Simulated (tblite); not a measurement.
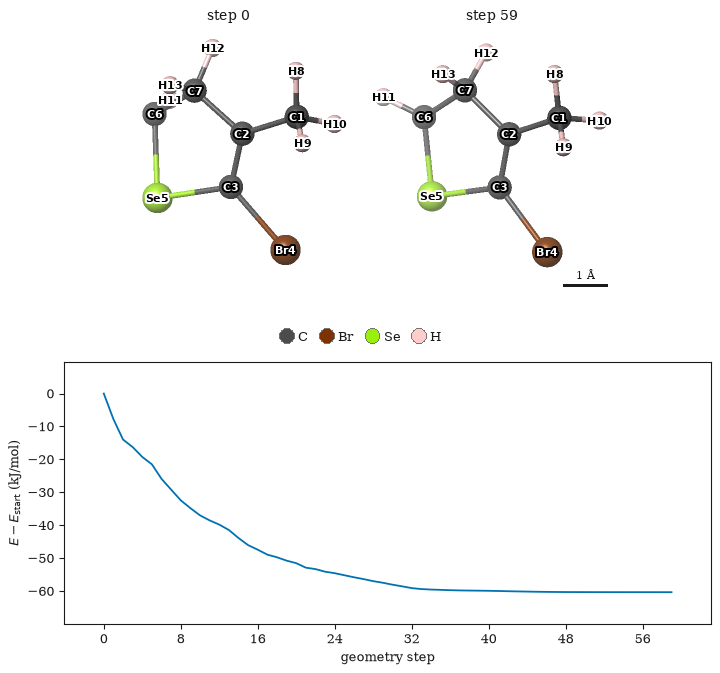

First and last geometry of a relaxation of C5H6BrSe (multiplicity 2), with the history of the run. Style: ball-and-stick. Shown at a tilt.

Theory: GFN2-xTB geometry optimisation, gas phase in tblite 0.8.0. 

**Read the history and describe the run.**

It converged. The atom that moves furthest after the best rigid fit is H11 (1.31 Å). By element the largest moves are H 1.31 Å, Se 0.44 Å, C 0.27 Å, Br 0.14 Å. Near-neighbour distances that change, for instance: Se5–C6 1.946 → 1.850 Å, C3–Br4 1.934 → 1.891 Å, C6–H11 1.111 → 1.075 Å, C6–C7 1.519 → 1.492 Å. Bond angles that change, for instance: C7–C6–H11 109.9° → 121.6°, Se5–C6–H11 108.5° → 119.5°, Se5–C6–C7 107.8° → 114.0°. After 59 geometry steps the energy has fallen by 60.3 kJ/mol. Cost: 0.36 s on 1 thread of Arm Neoverse V2 (shared host).

| step | E − E(0), kJ/mol |
| --- | --- |
| 0 | 0.00 |
| 1 | -7.76 |
| 2 | -13.97 |
| 3 | -16.26 |
| 4 | -19.26 |
| 5 | -21.50 |
| 6 | -25.91 |
| 7 | -29.19 |
| 8 | -32.43 |
| 9 | -34.81 |
| 10 | -37.00 |
| 13 | -41.45 |
| 15 | -46.05 |
| 18 | -49.74 |
| 20 | -51.53 |
| 23 | -54.12 |
| 25 | -55.19 |
| 28 | -56.99 |
| 31 | -58.56 |
| 33 | -59.39 |
| 36 | -59.74 |
| 38 | -59.85 |
| 41 | -59.98 |
| 44 | -60.16 |
| 46 | -60.25 |
| 49 | -60.31 |
| 51 | -60.32 |
| 54 | -60.33 |
| 56 | -60.34 |
| 59 | -60.34 |
